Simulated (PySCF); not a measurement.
SMILES [CH3][Sn]([CH3])([F])[Br] (C2H6BrFSn), PBE0/def2-SVP optimised geometry. Atoms within 1.6 Å of the plane z = 0.0 Å (x, y, z in Å): C1 (1.97, -0.93, 0.00), Sn2 (-0.17, -0.93, 0.00), C3 (-1.33, 0.86, 0.00), H6 (2.32, -1.58, -0.81), H7 (2.35, 0.09, -0.14), H8 (2.30, -1.33, 0.97), H9 (-2.35, 0.61, 0.30), H10 (-1.33, 1.29, -1.01), H11 (-0.90, 1.58, 0.71).

Method: PBE0/def2-TZVP, def2 effective core potentials past Kr (PySCF). The core electrons that the potentials of Sn replace are not part of the density. Cells within 0.4 Å of a nucleus heavier than hydrogen are left out (blank, or x).

Map of the electron localisation function on the plane z = 0.0 Å:

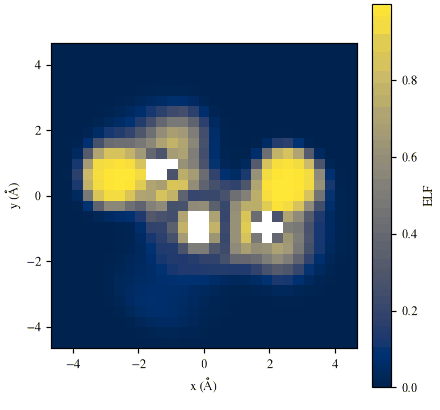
Figure. Electron localisation function on the plane z = 0.0 Å.
